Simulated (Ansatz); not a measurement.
## Electronic structure of CH₄Cl₂Si in real space

Input

```
crystal:
  periodic: [false, false, false]
  atoms:
    - { symbol: Si, position_ang: [-0.498696, -0.644644, -0.216191] }
    - { symbol: Cl, position_ang: [0.532193, -2.351072, -0.706198] }
    - { symbol: Cl, position_ang: [-1.808463, -0.195798, -1.731965] }
    - { symbol: H, position_ang: [-1.145317, -0.743666, 1.051745] }
    - { symbol: C, position_ang: [0.579244, 0.765977, 0.287494] }
    - { symbol: H, position_ang: [1.274114, 1.166984, -0.453651] }
    - { symbol: H, position_ang: [-0.086295, 1.571883, 0.612021] }
    - { symbol: H, position_ang: [1.15322, 0.430237, 1.156745] }
basis:
  gaussian: { orbitals: def2-SVP }
hamiltonian:
  xc: { name: BHLYP }
relax:
  f_tol: 0.03
  max_steps: 50
output:
  orbitals: {}
```

Command:

```sh
ansatz run input.yaml --threads 2 --pin off --max-ram 3072MiB --backend cpu --events-out ev --progress --plain --runs-dir out
```

The fields are those of the run's last geometry, not of the input's.

The calculation used Ansatz 0.2.0, RKS BHLYP/def2-SVP.

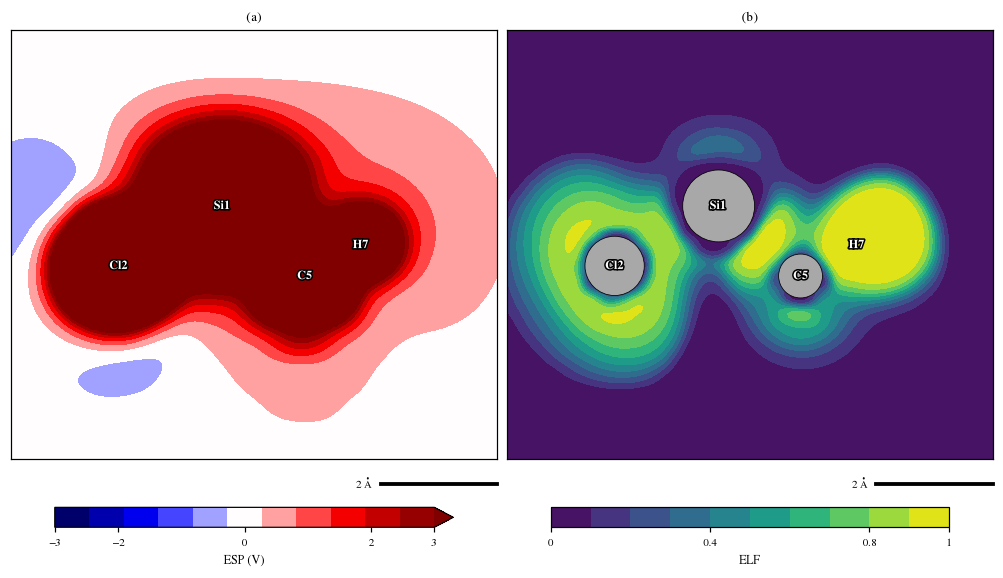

Figure 1. (a) electrostatic potential; (b) ELF on the plane of atoms Cl2, Si1 and C5. Grey discs cover the atomic cores in the ELF map.

> Read the bonding off the picture.

The plane passes through Si, Cl, C and H nuclei.
C–Si (1.85 Å): the ELF peaks at about 0.95 between the atoms (localised, covalent bonding).
Si–Cl (2.06 Å): the ELF peaks at about 0.90 between the atoms; a polar covalent bond.
C–H (1.09 Å): the ELF climbs to about 1 towards the hydrogen, as it does in any bond to H; an ordinary covalent bond to hydrogen.
The ELF also peaks beside Cl2, away from the bonds: lone-pair regions.
Outside the dense part of the molecule the potential is most negative (−0.5 V) near Cl2.

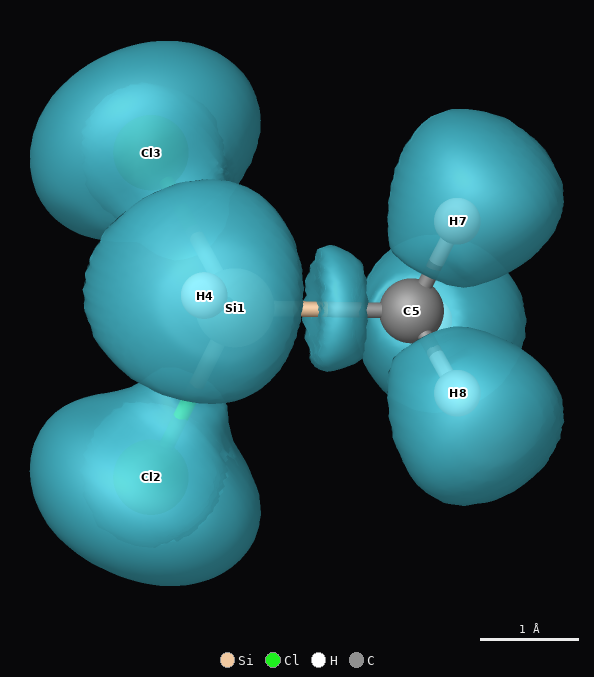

Figure 2. Isosurface of the ELF at 0.8 (cyan), seen across its widest extent. Only the valence region is drawn (cores and ρ < 0.01 e/Å³ removed).

> What do the ELF domains correspond to?

The surface consists of one region between bonded C–Si atoms (shared pairs), four regions around hydrogen nuclei and two regions on Cl in which the atom's valence shell and bonds are merged.

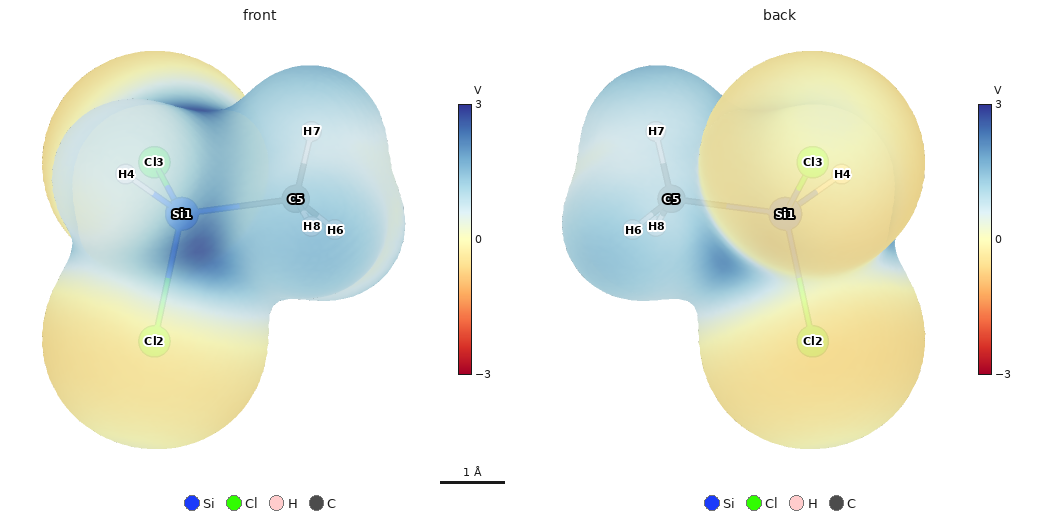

Figure 3. The electrostatic potential painted on the density surface at 0.004 e/bohr³, seen from the front and from behind; the colour scale runs from red (negative) to blue (positive).

> Describe the electrostatic potential map.

The most negative region (about −0.5 V) lies over Cl2 and Cl3, the most positive (about +2.5 V) over Si1.
